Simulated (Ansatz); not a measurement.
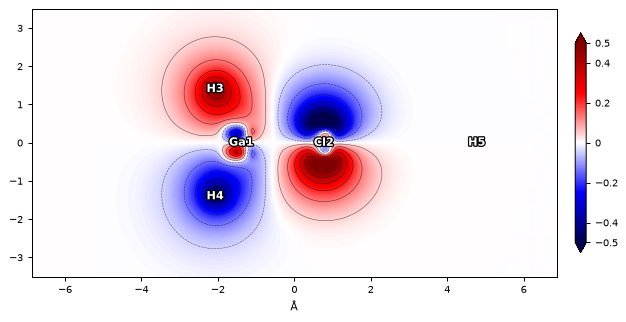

*ClGaH2···H (doublet). The HOMO (β) on the molecular plane (values in Å⁻³ᐟ²; the overall sign is arbitrary).*

Level of theory: UHF/def2-SVP in Ansatz.

The calculation's input:

```
crystal:
  periodic: [false, false, false]
  atoms:
    - { symbol: Ga, position_ang: [0.0, 0.0, -0.124527] }
    - { symbol: Cl, position_ang: [0.0, 0.0, 2.092954] }
    - { symbol: H, position_ang: [1.415423, 0.0, -0.780815] }
    - { symbol: H, position_ang: [-1.415423, 0.0, -0.780815] }
    - { symbol: H, position_ang: [0.0, 0.0, 4.673203] }
magnetization:
  spin_polarized: true
  initial_magnetization: 1
basis:
  gaussian: { orbitals: def2-SVP }
hamiltonian:
  xc: hf
relax:
  f_tol: 0.03
  max_steps: 50
output:
  orbitals: {}
```

Launched as:

```sh
ansatz run input.yaml --threads 1 --pin off --max-ram 2048MiB --backend cpu --events-out ev --progress --plain --runs-dir out
```

The fields are those of the run's last geometry, not of the input's.

What is the character of this orbital?

It lies mainly on Cl2 (about 55 %), Ga1 (about 20 %), H3 (about 15 %) and H4 (about 15 %); it is symmetric in the molecular plane (an in-plane orbital: σ, lone-pair or in-plane π type). Its energy is −11.51 eV.
